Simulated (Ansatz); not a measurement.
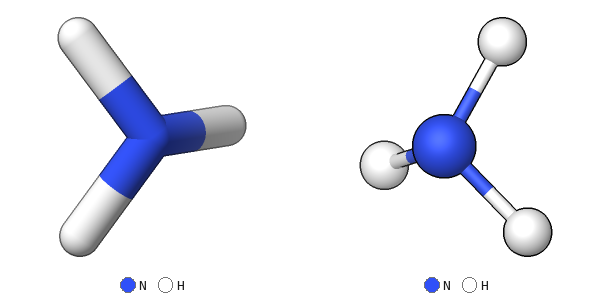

The same structure drawn twice, from different directions.

The computed structure is the end point of a PBE0-D4/def2-TZVP optimisation.

Identify the structure.

The molecule is NH3. This geometry has C3v symmetry. Coordination: 1 N trigonal pyramidal.

The parts below concern this one geometry. Atoms keep their numbers from picture to picture.

Charges

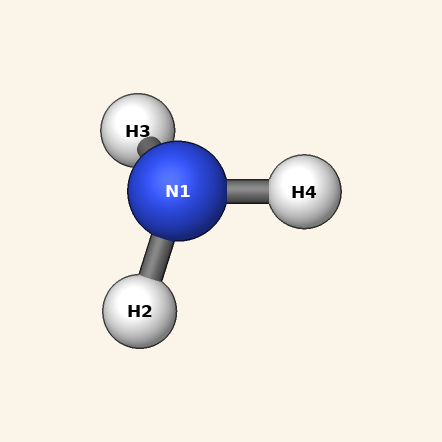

The questions are on Mulliken charges. Level of theory: RKS PBE0-D4/def2-TZVP (Ansatz 0.2.0).

List the Mulliken charges.

```csv
atom,value (e)
N1,−0.70
H2,0.23
H3,0.23
H4,0.23
```

Electronic properties

Level of theory: RKS PBE0-D4/def2-TZVPP (Ansatz 0.2.0).

> Give the HOMO energy (Kohn–Sham orbital) at this level.

−7.58 eV.

> Estimate the HOMO–LUMO gap.

8.62 eV.

Vibrations

Harmonic vibrations computed with RKS PBE0-D4/def2-TZVP (Ansatz 0.2.0) at a stationary point of the same level.

> How many vibrational modes are there, and where do they lie?

6 modes: 1031, 1670, 1670, 3502, 3631, 3631 cm⁻¹.

Mulliken values depend strongly on the basis set and can even reverse the polarity of a bond.
